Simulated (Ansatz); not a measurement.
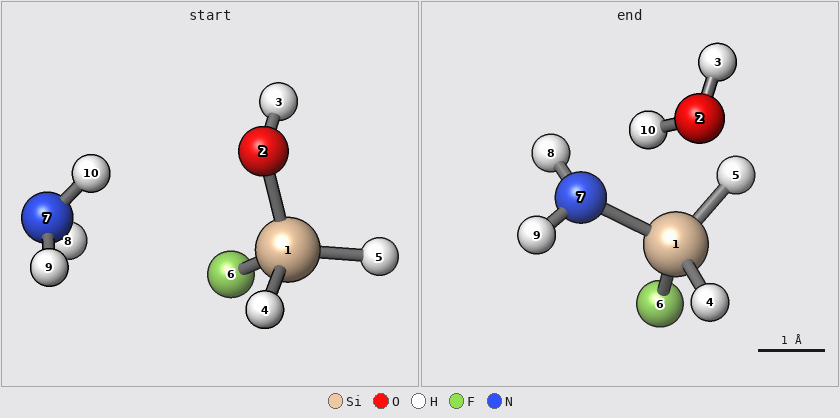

The two relaxed end points of a path for SiNH6OF, made up at the start of SiH3OF and NH₃. A ball-and-stick model, seen face on.

Computed with RHF/def2-SVP in Ansatz 0.2.0.

Settings: 5 movable images; climbing image; force threshold 0.05 eV/Å; iteration limit 60.

Start:
```xyz
10

Si   -0.2720    0.3950   -0.0080
O    -0.3017    0.3431    1.6252
H    -1.1102    0.2834    2.1100
H     1.1081    0.6488   -0.4238
H    -1.2253    1.3828   -0.5365
F    -0.7289   -1.0302   -0.6016
N     1.5946   -2.5594    1.3482
H     0.8830   -2.7520    0.6647
H     2.3924   -2.1993    0.8536
H     1.2478   -1.8197    1.9341
```

End:
```xyz
10

Si    0.2576   -0.4953   -0.5000
O     0.2540    0.3203    2.8096
H    -0.6109    0.1698    3.1591
H     1.1492    0.6612   -0.3750
H    -1.1532   -0.2181   -0.1995
F     0.2979   -0.9407   -2.0545
N     0.8126   -1.7503    0.5385
H     0.2788   -2.5967    0.6155
H     1.7941   -1.9585    0.5677
H     0.5077   -0.4991    2.4046
```

What barrier does the band find between them, and by what path?

Answer. The energy climbs by 162.9 kJ/mol to image 4 and then falls by 130.5 kJ/mol, so the end point sits at +32.3 kJ/mol. Breaking: N7–H10 (1.01 → 1.24 at the top → 2.27 Å), Si1–O2 (1.63 → 2.00 at the top → 3.41 Å). Forming: O2–H10 (2.68 → 1.23 at the top → 0.95 Å), Si1–N7 (3.75 → 1.86 at the top → 1.72 Å). The band is converged. At the top, the vibrational analysis gives one imaginary mode (1640i cm⁻¹), as a transition state must have.

Energies of the converged images:

| image | path (Å) | E (kJ/mol) |
| --- | --- | --- |
| 0 | 0.00 | 0.0 |
| 1 | 0.99 | 16.1 |
| 2 | 1.99 | 35.6 |
| 3 | 2.98 | 69.5 |
| 4 | 3.97 | 162.9 |
| 5 | 4.89 | 47.2 |
| 6 | 5.80 | 32.3 |

The geometry at the top of the path:

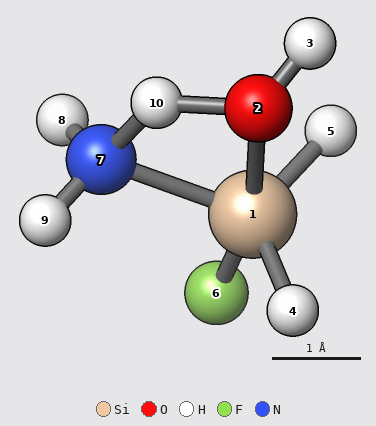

Limits of the set-up: the start holds two separate molecules, 2.7 Å apart at their closest, whose relative position is a soft coordinate and is computed without a dispersion correction; Hartree-Fock leaves out electron correlation.

Cost: 2.3 min on 1 thread of Arm Neoverse V2, on a shared host, peak memory 0.16 GiB.
